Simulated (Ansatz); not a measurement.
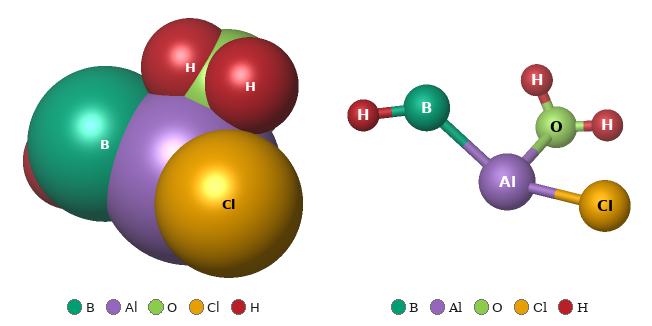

The same structure drawn twice, from different directions.

The geometry was computed by an optimisation with PBE0-D4/def2-TZVP. No frequency run is at hand to confirm it as a minimum.

Describe the molecule.

It has 7 atoms: 1 aluminium, 1 boron, 1 chlorine, 3 hydrogen and 1 oxygen (AlBClH₃O). The point group is C1. Coordination: 1 B bent; 1 Al trigonal pyramidal; 1 O trigonal pyramidal.

More results for the same structure follow; atom numbers are the same in all pictures, views and colours differ.

## Geometry

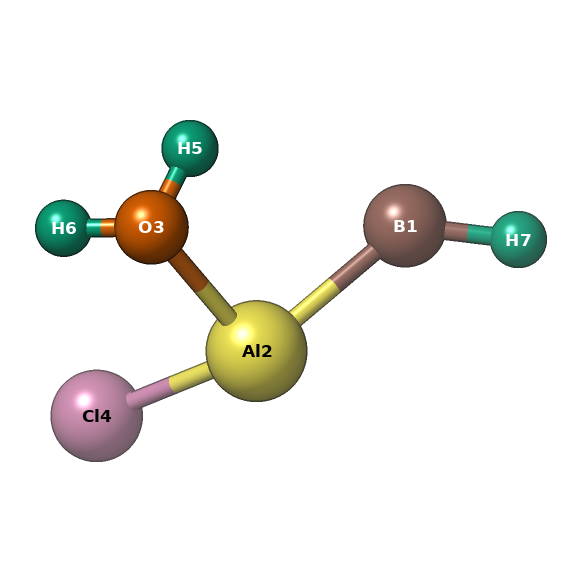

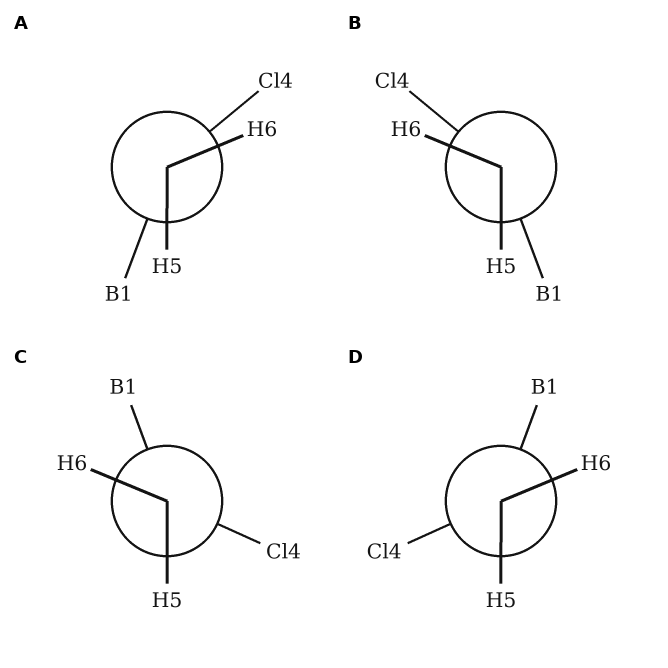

Depth is shown by fading: the farther an atom, the more it takes the colour of the background. Bonds that would overlap in a projection are set slightly apart. No frequency run is at hand to confirm it as a minimum.

Question: Which Newman projection shows the view along O3–Al2, with O3 in front?

Answer: A. The torsion angle H5–O3–Al2–Cl4 is −114°, anticlinal.

## Electronic properties

No frequency run is at hand to confirm it as a minimum. Level of theory: RKS PBE0-D4/def2-TZVPP (Ansatz 0.2.0).

Question: Give the LUMO energy (Kohn–Sham orbital) at this level.

Answer: −2.61 eV.

Question: Estimate the HOMO energy (Kohn–Sham orbital).

Answer: −4.99 eV.

Question: What is the dispersion correction?

Answer: −11.7 kJ/mol.

## Charges

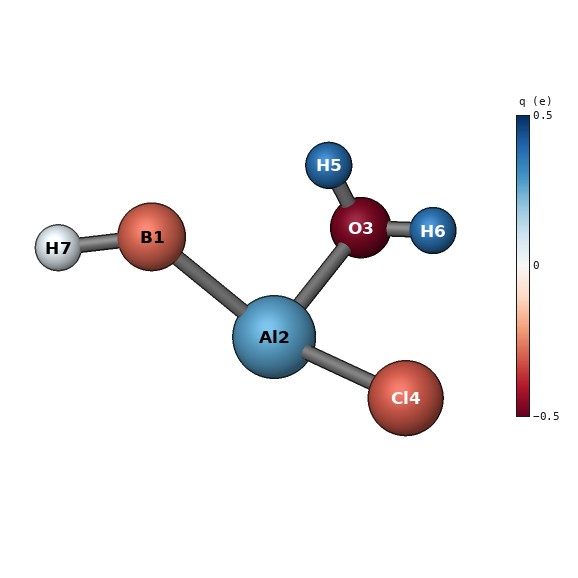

Atoms are coloured by their Mulliken charges. No frequency run is at hand to confirm it as a minimum. Level of theory: RKS PBE0-D4/def2-TZVP (Ansatz 0.2.0).

List the Mulliken charges.

```json
{"atom": "B1", "value (e)": "−0.29"}
{"atom": "Al2", "value (e)": "0.27"}
{"atom": "O3", "value (e)": "−0.47"}
{"atom": "Cl4", "value (e)": "−0.31"}
{"atom": "H5", "value (e)": "0.38"}
{"atom": "H6", "value (e)": "0.37"}
{"atom": "H7", "value (e)": "0.05"}
```

## Dipole moment

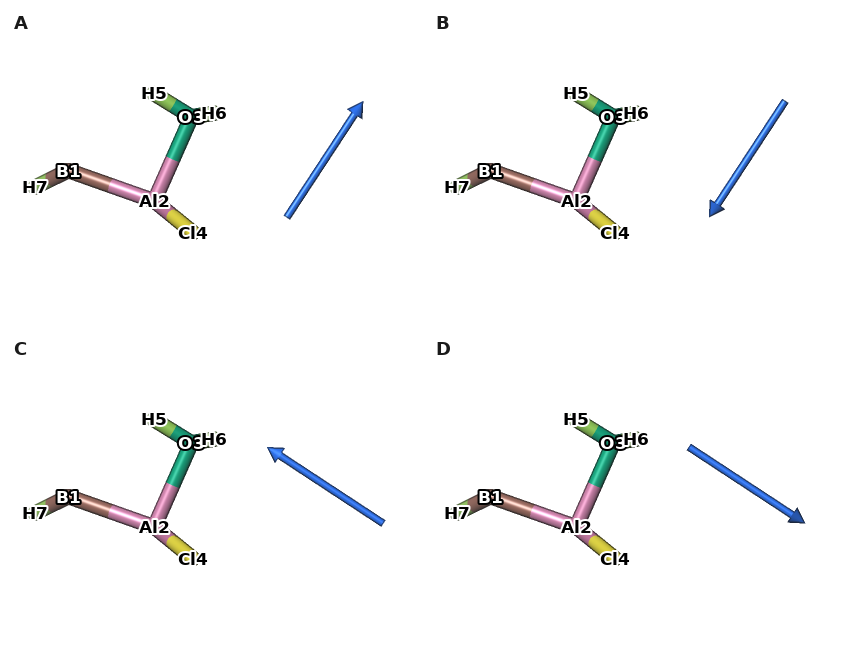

The same molecule four times, each with an arrow. No frequency run is at hand to confirm it as a minimum. Properties computed with RKS PBE0-D4/def2-TZVP (Ansatz 0.2.0).

Question: Which arrow points along the dipole moment, from the negative to the positive end?

Answer: A. The dipole moment is 3.47 D; it points from the side of H7 to the side of H6 (the outermost atoms at the two ends).

Mulliken values depend strongly on the basis set and can even reverse the polarity of a bond.
